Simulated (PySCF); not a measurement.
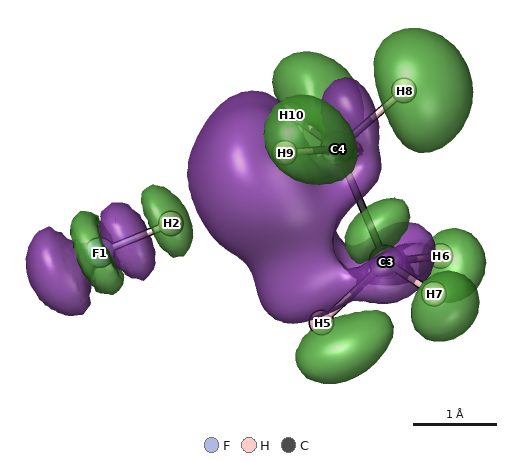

Figure 1: C$_{2}$H$_{7}$F, SMILES `F.CC`. Density of the complex less the densities of the two fragments at the same geometry, ±0.003 e/Å³ (purple: gain, green: loss). Fragment A: HF (atoms 1–2); fragment B: H6C2.

PySCF calculation, CAM-B3LYP/def2-SVPD, gas phase; geometry: GFN2-xTB.

Coordinates in Å:

```
F1      -2.1054   -0.1050    0.0000
H2      -1.1995    0.1355   -0.0018
C3       1.2993   -0.6961   -0.0004
C4       0.9317    0.7840    0.0004
H5       0.4183   -1.3357    0.0022
H6       1.8893   -0.9381   -0.8812
H7       1.8893   -0.9389    0.8802
H8       1.8338    1.3924   -0.0004
H9       0.3657    1.0507    0.8937
H10      0.3657    1.0516   -0.8928
```

Which way does charge flow?

Answer. Hirshfeld charges show 0.018 e passing from B to A. By Hirshfeld charges, electrons gather most on F1 (−0.012 e) and leave H8 most (+0.013 e); 0.08 e is displaced in all, which induces a dipole of 0.56 D.

What is the interaction energy, and which contacts carry it?

Answer. The counterpoise-corrected interaction energy of the frozen fragments is −1.2 kcal/mol without dispersion correction and −1.8 kcal/mol with D3(BJ). The pair geometry is semi-empirical, not a minimum at this level. Contacts: H2···C4, F–H···C contact, 2.23 Å, ρ = 0.013 a.u. The pose is a local one from a semi-empirical search, not shown to be the most stable.

Run time: 21 s on 1 thread of Arm Neoverse V2 (shared host), peak memory 0.58 GiB.
